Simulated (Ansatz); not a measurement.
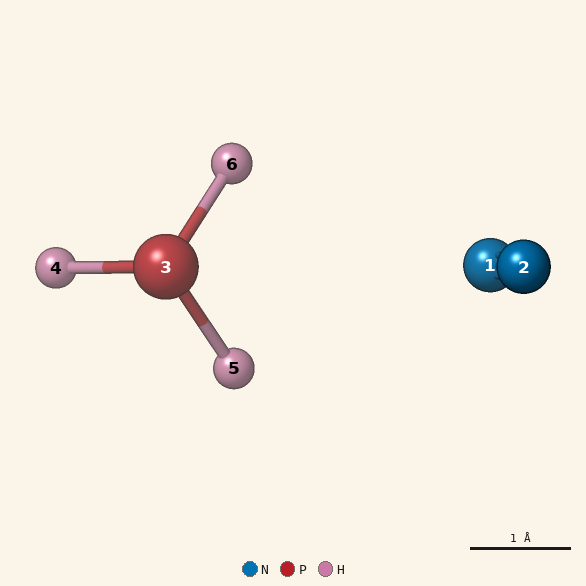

Orthographic view. Depth is shown by fading: the farther an atom, the more it takes the colour of the background. Computed geometry: PBE0-D4/def2-TZVP optimisation.

List all interatomic distances (Å) as a matrix.

```
atom    N1    N2    P3    H4    H5    H6
  N1  0.00                              
  N2  1.09  0.00                        
  P3  3.54  4.32  0.00                  
  H4  4.91  5.74  1.42  0.00            
  H5  3.46  4.38  1.42  2.06  0.00      
  H6  3.48  4.40  1.42  2.06  2.06  0.00
```
